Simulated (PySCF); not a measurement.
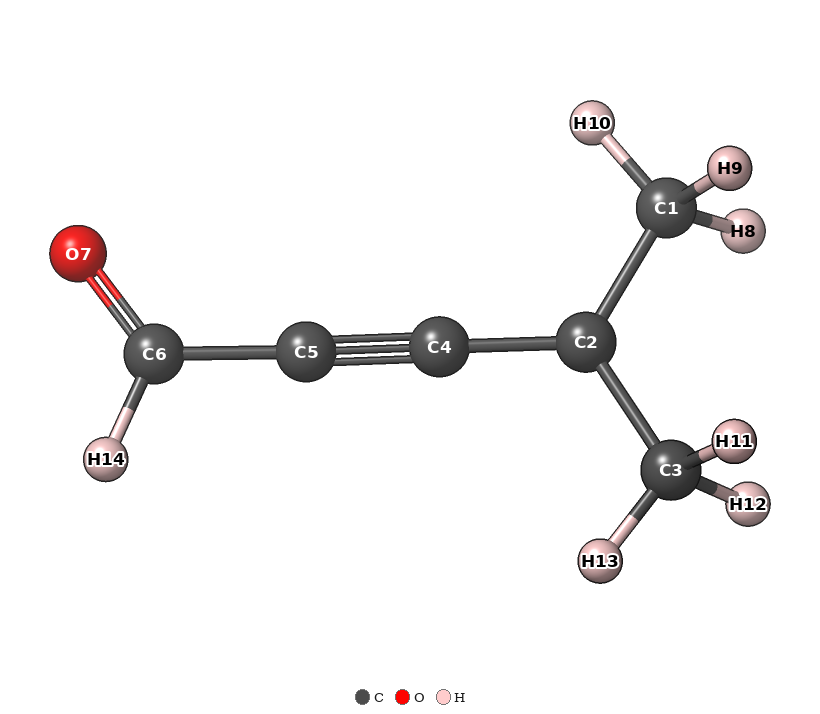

State: neutral, doublet. The computed structure is the end point of a GFN2-xTB optimisation. No frequency run is at hand to confirm it as a minimum. Level of theory: UKS B3LYP, pcH-1 on C H O, non-relativistic (PySCF 2.14.0). Fermi-contact and spin-dipolar terms alone, no spin-orbit part.

Question: Which nucleus has the largest dipolar (anisotropic) hyperfine coupling?

Answer: 13C at C2: principal values −51.0, −50.7, 101.7 MHz.

List the isotropic and dipolar parts for the most strongly coupled nuclei, one of each equivalent set.

```
atom  isotope  a_iso (MHz)   dipolar part (MHz)
  C2      13C         55.4  −51.0, −50.7, 101.7
  O7      17O        −15.1    −66.8, 33.2, 33.6
  C5      13C         35.7   −36.6, −26.8, 63.4
  C4      13C        −55.3    −19.1, −0.7, 19.8
  C6      13C        −24.9       −7.5, 1.4, 6.1
 H11       1H         66.1      −3.1, −2.3, 5.4
  H8       1H         66.0      −3.1, −2.3, 5.4
 H14       1H         −0.1      −3.3, −1.6, 4.9
```
